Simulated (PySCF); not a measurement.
C$_{4}$H$_{7}$ClF$_{2}$Ge

```xyz
15

F     0.6624   -0.4480   -1.7367
C     0.8075   -0.8609   -0.4243
C    -0.5744   -1.2131    0.1126
C    -1.4899    0.0065   -0.0651
Ge   -0.2874    1.5792    0.1430
C     1.2879    0.3660    0.3339
F     1.4711    0.0226    1.6555
Cl    2.8283    0.9623   -0.2867
H     1.5137   -1.6963   -0.4129
H    -0.4658   -1.4692    1.1669
H    -0.9698   -2.0802   -0.4175
H    -2.3127   -0.0174    0.6463
H    -1.9185    0.0055   -1.0671
H    -0.1152    2.4510   -1.0592
H    -0.4417    2.4000    1.3894
```

Geometry: GFN2-xTB.

Theory: PBE0/def2-SVPD, SCF density, gas phase (PySCF).

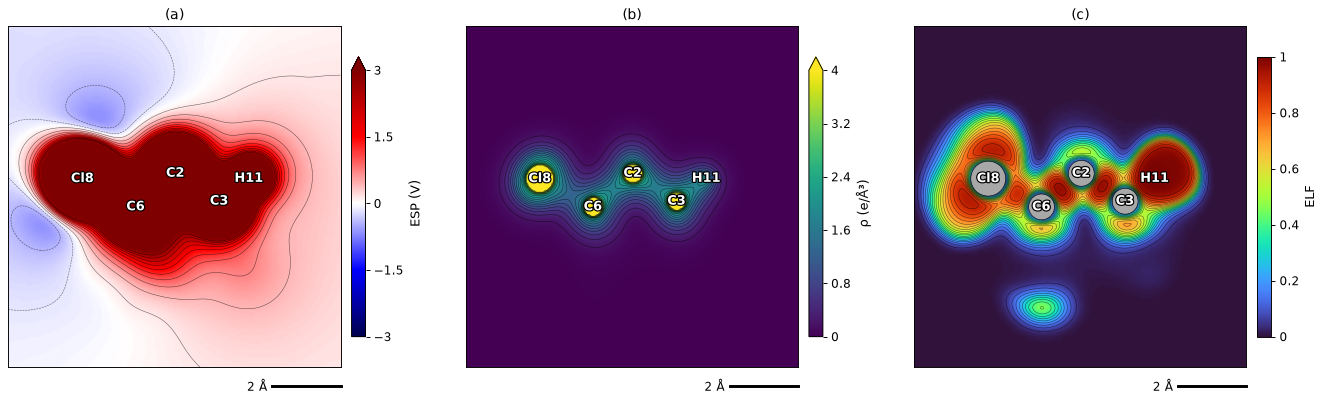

Figure 1. (a) electrostatic potential; (b) total electron density; (c) ELF on the plane of atoms C2, C6 and Cl8. Grey discs cover the atomic cores in the ELF map.

> Interpret the plot.

The plane passes through C, Cl and H nuclei.
C–C (1.52 Å): ρ at the midpoint is about 1.8 e/Å³; the ELF peaks at about 0.95 between the atoms (localised, covalent bonding).
C–Cl (1.76 Å): the density is about 1.4 e/Å³ at the midpoint; the ELF peaks at about 0.90 between the atoms: a covalent bond.
C–H (1.09 Å): the density is about 2 e/Å³ at the midpoint; the ELF climbs to about 1 towards the hydrogen, as it does in any bond to H; an ordinary covalent bond to hydrogen.
The ELF also peaks beside Cl8, away from the bonds: lone-pair regions.
Outside the dense part of the molecule the potential is most negative (−0.7 V) near Cl8.

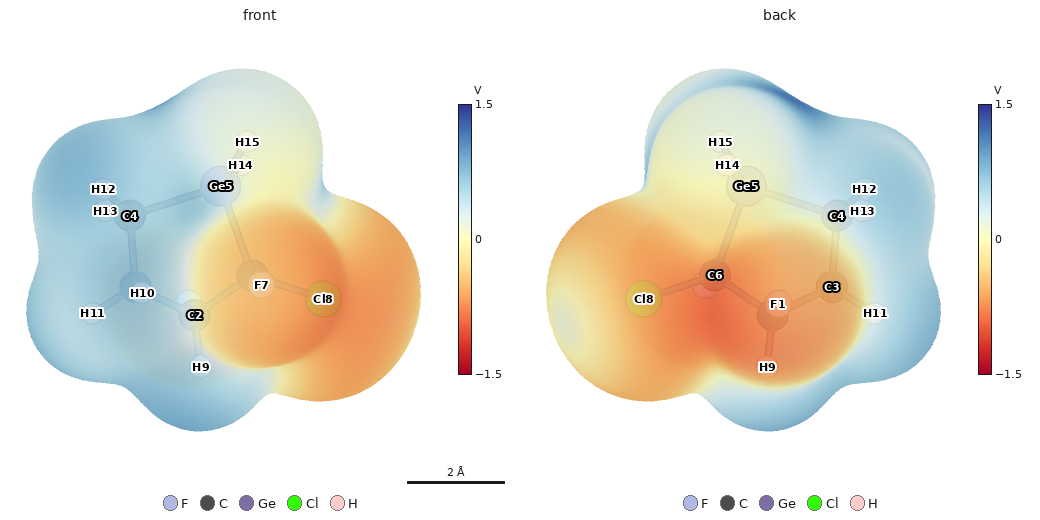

Figure 2. The electrostatic potential painted on the density surface at 0.001 e/bohr³, seen from the front and from behind; red is negative and blue positive.

> Describe the electrostatic potential map.

The most negative region (about −0.9 V) lies over F1 and Cl8, the most positive (about +1.1 V) over Ge5. Cl8 shows a σ-hole: about +0.2 V at the tip opposite its bond, against about −0.6 V on its flanks.
